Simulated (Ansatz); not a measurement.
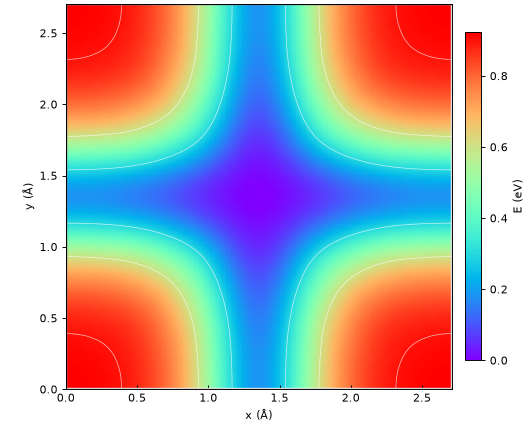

O on a Rh(100) slab cut from the Fm-3m phase, its upper half relaxed before the scan (12 atoms of substrate and one adsorbate in a 2 × 2 cell). 
- O is moved over the surface cell; relaxed at each place: the height of the adsorbate's atoms; substrate rigid; the origin of the map has the adsorbate above Rh9.
- Places are given modulo a cell vector. The map is drawn in real space over the plane of the surface.
- The grid has 6 × 6 points; 10 points were computed and 26 follow by symmetry.
- Places are given in fractions of the 1 × 1 surface cell.
- Energies are in eV, from the lowest grid point.
- The runs have no spin polarisation; a magnetic state may lie lower.
- This map comes from DFT PBE, scalar-relativistic, plane waves, PAW in Ansatz 0.2.0. Settings: cutoff 420 eV, k-mesh 5×5×1, gaussian smearing 0.1 eV, no spin polarisation.

Drawn: a smooth colour map with a few white contour lines, the outline of one cell of the plane. Between grid points the surface is interpolated.

The lowest grid point is at a fourfold hollow over a second-layer Rh atom, (3/6, 3/6) of the cell vectors. The highest grid point, the top site over a surface Rh atom, (0/6, 0/6) of the cell vectors, lies 0.92 eV above the lowest. On the interpolated surface the easiest way out of the lowest well to its copy in the next cell or period passes a barrier of about 0.18 eV. At the lowest point the adsorbate has 4 Rh at 2.17 Å as nearest neighbours, at the highest 1 Rh at 1.75 Å. Its relaxed height above the top atom is 1.02 Å at the lowest and 1.75 Å at the highest point.

O is replaced by H; all else is set up alike. 

Question: What will the new map look like?

Answer: The minimum (interpolated where it lies between grid points) moves from a fourfold hollow over a second-layer Rh atom, (3/6, 3/6) of the cell vectors to a bridge site between two Rh atoms, (0/6, 3/6) of the cell vectors. The span from the lowest to the highest grid point shrinks from 0.92 to 0.29 eV. The easiest pass out of the lowest well goes from about 0.18 to about 0.033 eV on the interpolated surfaces. Higher wells of the new map: a fourfold hollow over a second-layer Rh atom, (3/6, 3/6) of the cell vectors, 0.011 eV up (that grid point lay 0.00 eV up before). In the new map: at the lowest point the adsorbate has 2 Rh at 1.76 Å as nearest neighbours, at the highest 1 Rh at 1.58 Å. Its relaxed height above the top atom is 1.13 Å at the lowest and 1.58 Å at the highest point.

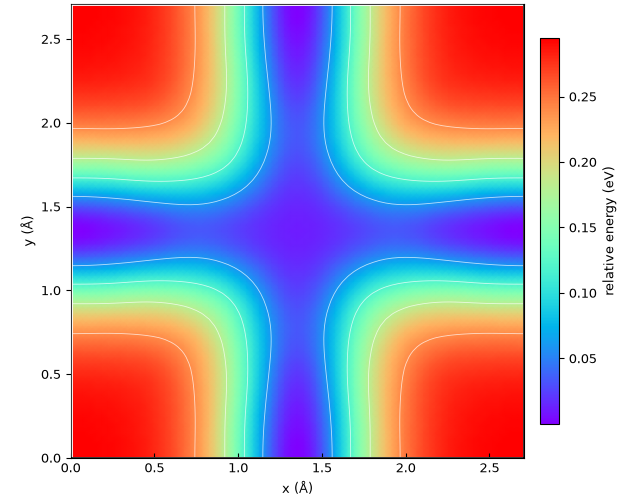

The map after the change, on a colour scale of its own. The picture shows a smooth colour map with a few white contour lines, the outline of one cell of the plane. Between grid points the surface is interpolated.

PAW datasets: the set soft_1.
